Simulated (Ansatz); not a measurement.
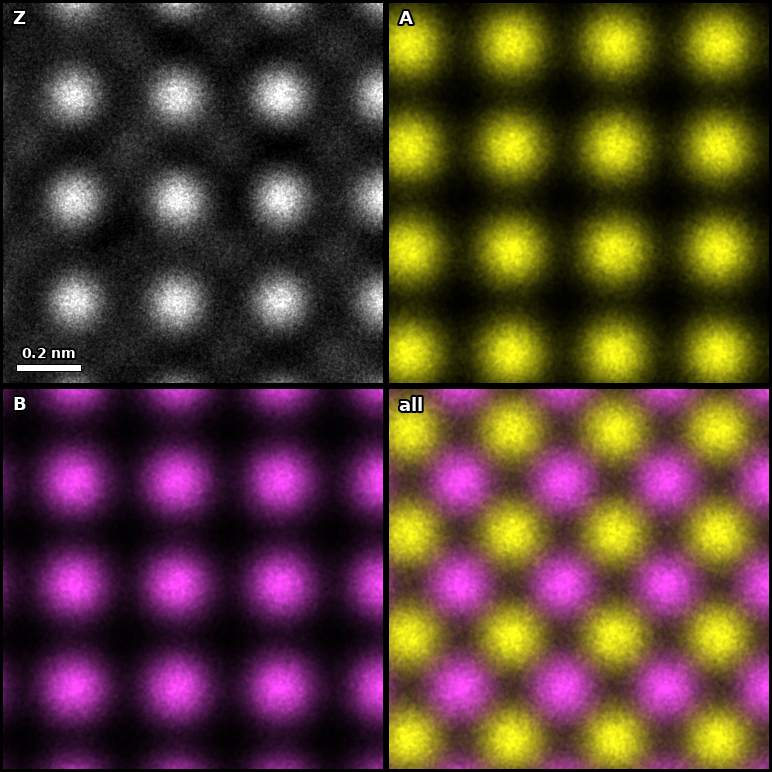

FePb (Pm-3m, No. 221) along [001]. Panel Z: Simulation: incoherent imaging, intensity Z^1.8 per atom, probe width 1.30 Å, thin sample. Shot noise and the speckle of an amorphous layer were added. The other panels are simulated element maps (the number of atoms of one element along the beam, blurred by 1.7 Å, with counting noise; each on its own scale, no channelling); the last overlays them. Model: the geometry relaxed with DFT PBE, scalar-relativistic, plane waves, PAW in Ansatz; the starting structure was generated, so it need not be a known form of this composition.

```
Fe Pb
1.0
     3.26096    0.00000    0.00000
     0.00000    3.26096    0.00000
     0.00000    0.00000    3.26096
Fe Pb
1 1
Direct
  0.00000 0.00000 0.00000
  0.50000 0.50000 0.50000
```

Which element does each lettered map show?

Answer. A: Fe, B: Pb. The projected cell (3.26 × 3.26 Å, 90°) holds 2 columns: 1 of Fe and 1 of Pb. No column is shared by two of the mapped elements.
